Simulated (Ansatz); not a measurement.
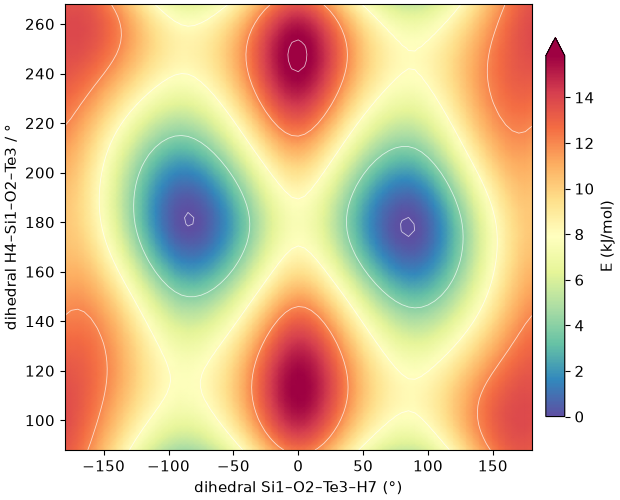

H₄OSiTe, SMILES [SiH3]O[TeH]. The first coordinate is: dihedral Si1–O2–Te3–H7; the second: dihedral H4–Si1–O2–Te3. Nothing is relaxed (all other coordinates rigid). Grid: 8 × 7 points. Points are written as (first, second). Energies: kJ/mol, counted from the lowest grid point. Level of theory: RHF-MP2, frozen core/def2-TZVP (Ansatz).

The picture shows a smooth colour map with a few white contour lines, one colour for all values above the top of the scale. Between grid points the surface is interpolated.

The lowest grid point is at (90°, 178°); the map holds 2 wells of about this depth. The highest grid point, (0°, 118°), lies 15.8 kJ/mol above the lowest. On the interpolated surface the easiest way out of the lowest well to a well of about the same depth near (−90°, 178°) passes a barrier of about 7.6 kJ/mol. Round the minimum the two coordinates are weakly coupled (coupling 0.12 in units of the two stiffnesses).

The level of theory is changed to Ansatz 0.2.0, RKS PBE0-D4/def2-TZVP; with it change the reference geometry, relaxed at the new level; the new grid has 15 × 17 points.

**How does the landscape change?**

The minimum (interpolated where it lies between grid points) moves from about (85°, 180°) to about (80°, 178°). The easiest pass out of the lowest well goes from about 7.6 to about 6.5 kJ/mol on the interpolated surfaces.

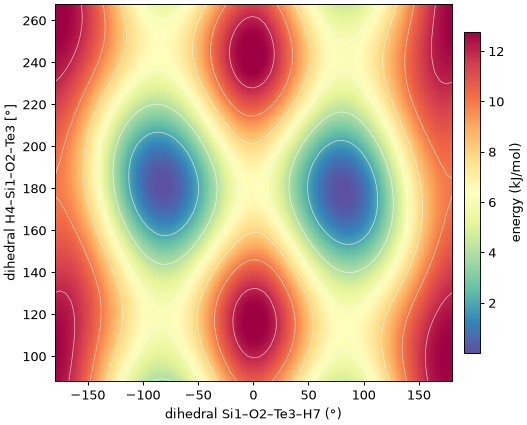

The map after the change, on a colour scale of its own. Drawn: a smooth colour map with a few white contour lines. Between grid points the surface is interpolated.
